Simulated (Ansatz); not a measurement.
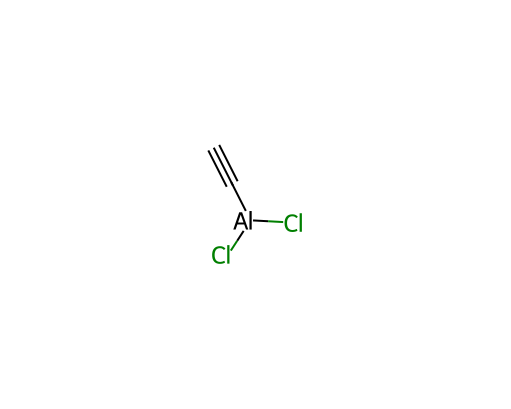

Figure made from data computed with Ansatz.

**Write the SMILES.**

C#[C][Al]([Cl])[Cl]

**What is the molecular formula?**

C2HAlCl2.
